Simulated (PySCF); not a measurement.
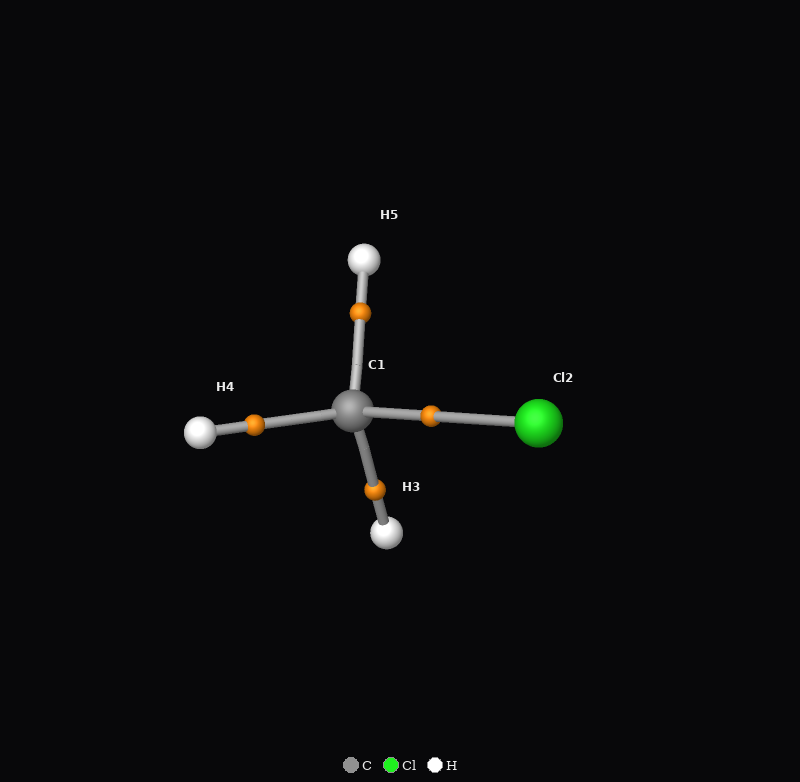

Figure 1: CH3Cl, SMILES `CCl`. Molecular graph of the electron density (QTAIM): bond paths, bond critical points (orange), ring points (yellow, if any); weak paths are dashed.

PySCF calculation, ωB97X/6-31G*, gas phase; geometry: GFN2-xTB. No frequency check shows the geometry to be a minimum. GFN2-xTB bond lengths at metals and heavier atoms can be off by up to 0.1 Å and shapes distorted, which carries into these values.

Cartesian coordinates (Å):

```
C1      -1.1228    0.0000    0.0000
Cl2      0.6544    0.0000    0.0000
H3      -1.4628    0.6904   -0.7654
H4      -1.4629   -1.0081   -0.2152
H5      -1.4628    0.3177    0.9806
```

**How many critical points of each kind are there, and does the count close?**

5 nuclei, 4 bond, 0 ring and 0 cage critical points: 5 − 4 + 0 − 0 = 1, as the Poincaré–Hopf relation requires.

**Give the properties at the bond critical points.**

```
           bond  length (Å)  ρ (a.u.)  ∇²ρ (a.u.)     ε  H (a.u.)
C1–H3 (3 alike)       1.085     0.281       −1.00  0.03    −0.284
         C1–Cl2       1.777     0.184       −0.25  0.00    −0.122
```

**What kind of interaction is C1–H3?**

Shared-shell (covalent): ρ = 0.281, ∇²ρ = −1.00, H = −0.284 a.u.

Cost of the run: 2.7 s on 1 thread of Arm Neoverse V2 (shared host), peak memory 0.23 GiB.
